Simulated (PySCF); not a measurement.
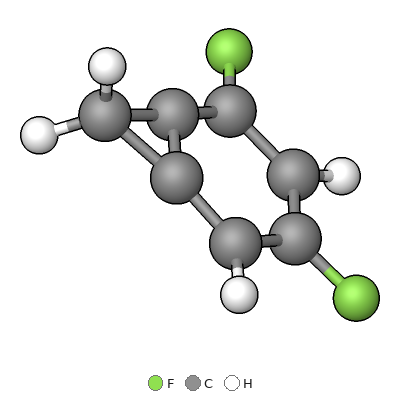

The molecule: C₇H₄F₂, SMILES Fc1cc(F)c2c(c1)C2.

Simulated rotational absorption lines between 26 and 40 GHz at 10 K: rigid rotor with the equilibrium constants and dipole of one optimised conformer (PBE0-D3(BJ)/def2-SVP, PySCF 2.14.0), commonest isotopes; no centrifugal distortion, hyperfine structure, internal rotation or nuclear-spin weights; lines within 1 MHz of each other are summed. Lines of different type are drawn apart.

Question: What are the rotational constants, and what kind of rotor is it?

Answer: Rotational constants A, B, C = 2.473, 1.590, 0.9740 GHz; Ray's κ = −0.18, an asymmetric top on the prolate side.

Question: Which dipole components drive the lines?

Answer:
|μa|, |μb|, |μc| = 0.37, 1.41, 0.04 D; b-type lines carry 93 % of the intensity in this range.

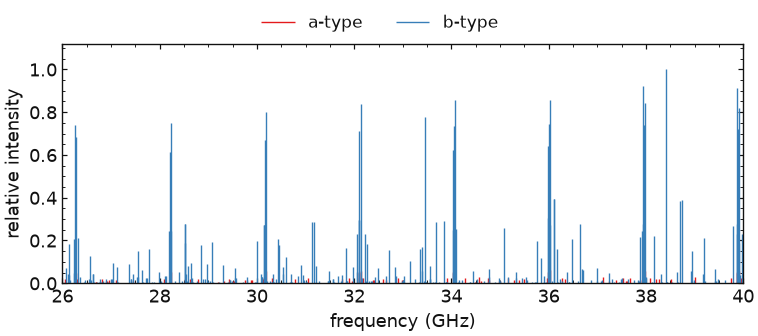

Known limits of this run: coarse grid, loose stop and no frequency check, small forces are noise and the end may be a saddle.
